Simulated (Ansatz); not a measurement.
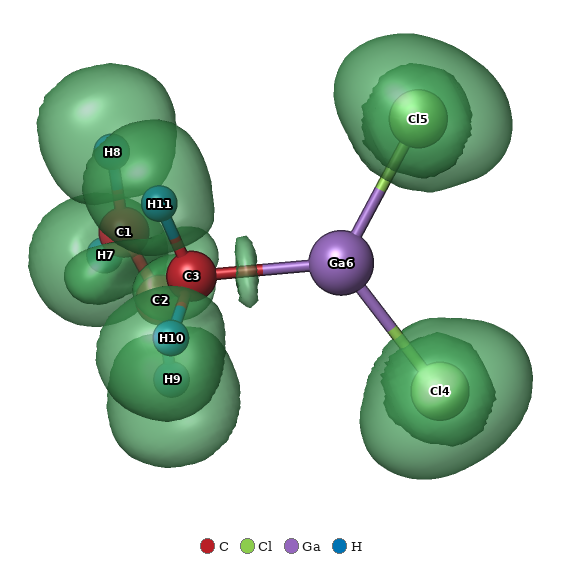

Figure 1: C3H5Cl2Ga (SMILES C=C[CH2][Ga]([Cl])[Cl]). Isosurface of the electron localisation function at 0.8 (green), seen at a tilt. Core shells and regions of very low density are left out.

Geometry: PBE0-D4/def2-SVP.

The calculation used Ansatz, isolated molecule in a Gaussian basis; Kohn-Sham density functional theory, functional PBE0.

```yaml
atoms:
  - { symbol: C, position_ang: [-1.0741, -0.8361, -1.3199] }
  - { symbol: C, position_ang: [0.0253, -0.8503, -0.5585] }
  - { symbol: C, position_ang: [0.0935, -0.4257, 0.8713] }
  - { symbol: Cl, position_ang: [2.8338, 1.8307, 0.3076] }
  - { symbol: Cl, position_ang: [-0.3852, 3.1240, 1.3260] }
  - { symbol: Ga, position_ang: [0.8115, 1.4001, 0.8825] }
  - { symbol: H, position_ang: [-1.0391, -1.1404, -2.3685] }
  - { symbol: H, position_ang: [-2.0462, -0.5287, -0.9203] }
  - { symbol: H, position_ang: [0.9741, -1.1640, -1.0118] }
  - { symbol: H, position_ang: [0.7684, -1.0637, 1.4621] }
  - { symbol: H, position_ang: [-0.8964, -0.4028, 1.3501] }
```

Question: What do the ELF domains correspond to?

Answer: The surface consists of two regions between bonded C–C atoms (shared pairs), five regions around hydrogen nuclei, one lobe of the valence shell of C pointing towards Ga (polar bonds) and two regions wrapped around Cl (the valence shell of each). Along the contacts the grid gives the following. C–C (1.34 Å): the ELF peaks at about 0.95 between the atoms (a multiple bond). C–Ga (1.96 Å): the ELF peaks at about 0.90 in the valence shell of C, 0.7 Å from its nucleus, and is about 0.60 at the midpoint.
